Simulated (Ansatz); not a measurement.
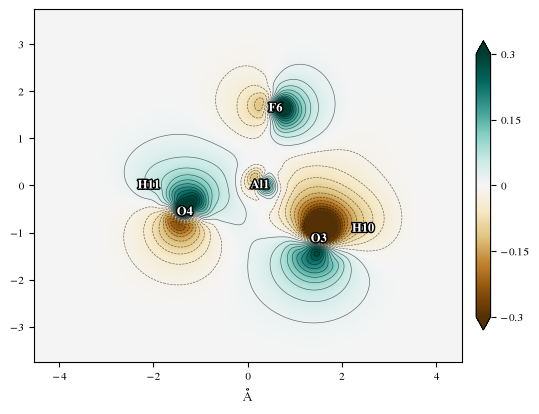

Figure. AlFH2O2···CH4. The HOMO−1 on the plane of atoms Al1, O4 and H11 (values in Å⁻³ᐟ²; the overall sign is arbitrary).

Computed with RKS B3LYP/def2-SVP (Ansatz).

Input

```
crystal:
  periodic: [false, false, false]
  atoms:
    - { symbol: Al, position_ang: [-0.606511, -1.144084, 0.632348] }
    - { symbol: C, position_ang: [0.656801, 1.553671, -0.712638] }
    - { symbol: O, position_ang: [-1.22668, -2.000637, -0.68215] }
    - { symbol: O, position_ang: [0.814497, -1.698807, 1.351155] }
    - { symbol: H, position_ang: [-0.106849, 1.367319, 0.03882] }
    - { symbol: F, position_ang: [-1.45516, 0.205209, 1.305509] }
    - { symbol: H, position_ang: [0.184532, 1.987786, -1.605786] }
    - { symbol: H, position_ang: [1.398564, 2.256779, -0.308508] }
    - { symbol: H, position_ang: [1.170984, 0.623909, -1.005168] }
    - { symbol: H, position_ang: [-2.01017, -1.784035, -1.189247] }
    - { symbol: H, position_ang: [1.179891, -1.367309, 2.175568] }
basis:
  gaussian: { orbitals: def2-SVP }
hamiltonian:
  xc: b3lyp
relax:
  f_tol: 0.03
  max_steps: 50
output:
  orbitals: {}
```

Launched as:

```sh
ansatz run input.yaml --threads 2 --pin off --max-ram 3072MiB --backend cpu --events-out ev --progress --plain --runs-dir out
```

The fields are those of the relaxed geometry.

> Describe this orbital and give its energy.

It lies mainly on O3 (about 40 %), O4 (about 35 %) and Al1 (about 10 %); largely a combination of lone pairs on O3 and O4. Its energy is −8.86 eV.
